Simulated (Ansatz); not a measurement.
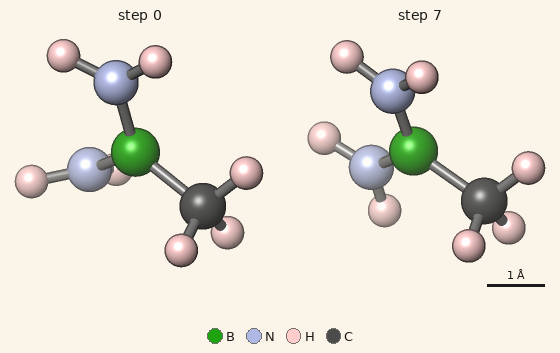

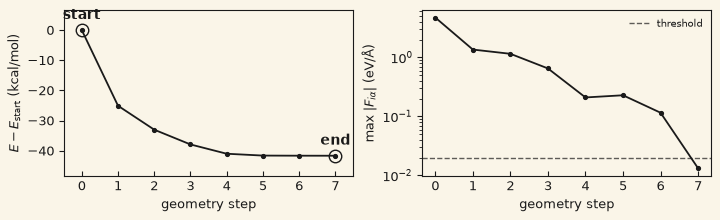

First and last geometry of a relaxation of CH₇BN₂, with the history of the run. The picture is a ball-and-stick view, seen from a free direction.

The run prepares the start of a later molecular dynamics calculation, from a guessed geometry.

All numbers below come from RKS PBE0-D4/STO-3G in Ansatz 0.2.0. Set-up: no spin polarisation; force threshold 0.02 eV/Å; at most 40 steps.

### Did the run converge, and what did it change?

It converged. After 7 geometry steps the energy has fallen by 41.7 kcal/mol. Largest force component: 4.7 eV/Å at the start, 0.013 eV/Å at the end. The largest move after the best rigid fit is that of an H atom, 0.87 Å. Largest moves by element: H 0.87 Å, N 0.17 Å, C 0.12 Å, B 0.04 Å. Near-neighbour distances that change, for instance: B–N 1.550 → 1.408 Å, H–N 1.060 → 1.031 Å, C–H 1.110 → 1.096 Å, B–C 1.600 → 1.588 Å. Among the angles between lasting bonds that change: H–N–H 120.0° → 112.6°, B–N–H 120.0° → 124.5°, B–N–H 120.0° → 124.5°. Groups turn about B–N by about 60°. Cost: 16 s on 1 thread of Arm Neoverse V1, on a shared host, peak memory 0.12 GiB.

Limits of the set-up: STO-3G is a minimal basis, so the numbers are rough.
